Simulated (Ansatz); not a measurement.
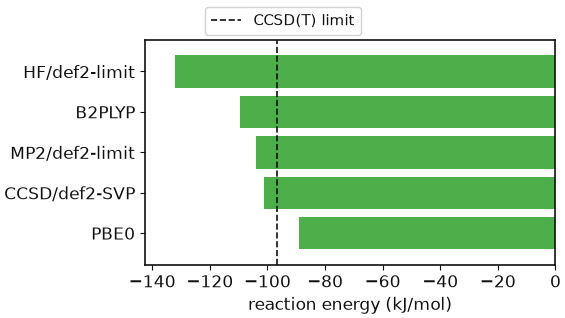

Electronic reaction energy of Si₂H₄OIF (O[SiH](F)[SiH2]I) + H₂O (O) → SiH₃OI (O[SiH2]I) + SiH₃OF (O[SiH2]F) (SMILES in brackets) at several levels (functionals in def2-TZVPP unless a basis is named), isolated molecules at PBE0-D4 triple-zeta geometries, minima by their frequencies, no zero-point or thermal terms, the Ansatz code. The line is frozen-core CCSD(T) at the basis limit (MP2 extrapolated from triple and quadruple zeta, plus CCSD(T) less MP2 in a smaller set). B2PLYP holds a correlation term that converges slowly with the basis, so part of the distance to the limit is basis error. No dispersion term is added to B2PLYP. The distance of CCSD/def2-SVP to the limit includes basis error. Core potentials past Kr. The limit lies 4.5 kJ/mol from CCSD(T)/def2-TZVPP, so the line itself is uncertain by a part of that.

**What range do the values span, the line included?**

From −132.0 kJ/mol (HF/def2-limit) to −89.1 kJ/mol (PBE0).

**Give the values.**

```
         level  kJ/mol  less CCSD(T) limit
 HF/def2-limit  −132.0               −35.2
        B2PLYP  −109.6               −12.8
MP2/def2-limit  −104.0                −7.3
 CCSD/def2-SVP  −101.3                −4.5
          PBE0   −89.1                 7.7
 CCSD(T) limit   −96.8                 0.0
```

Known limits of this run: outer-core shells are correlated without core-valence functions, which makes the correlated values less sure; spin-orbit coupling is left out, and with I it can shift these values; one conformer of each flexible molecule.
